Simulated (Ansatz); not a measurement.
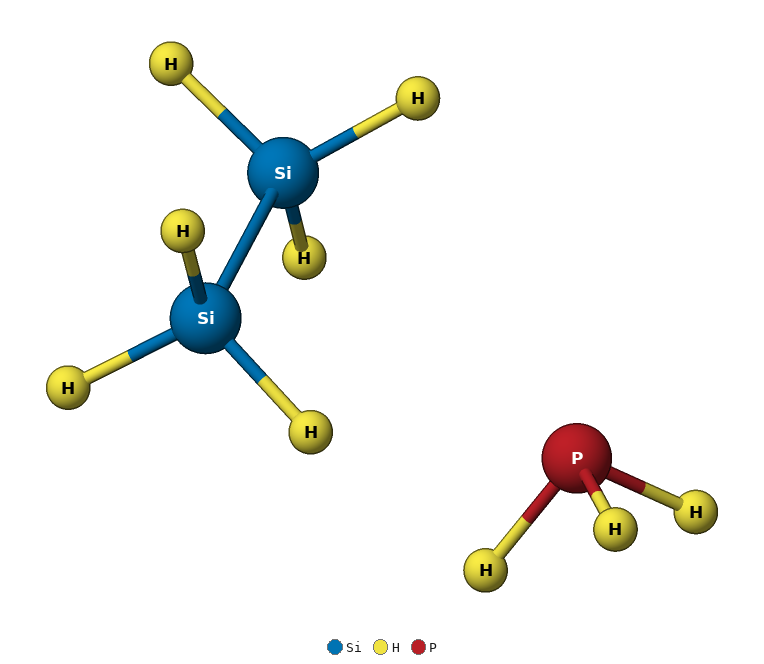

Harmonic vibrations computed with RKS PBE0-D4/def2-TZVP (Ansatz 0.2.0) at a stationary point of the same level.

Question: Is this a minimum or a saddle point?

Answer: A minimum: no imaginary frequency, and the lowest mode lies at 35 cm⁻¹.

Question: List the wavenumbers.

Answer: 30 modes: 35, 48, 52, 61, 100, 111, 183, 363, 380, 433, 622, 624, 837, 910, 925, 934, 941, 947, 1001, 1131, 1132, 2207, 2214, 2221, 2222, 2229, 2239, 2414, 2426, 2428 cm⁻¹.
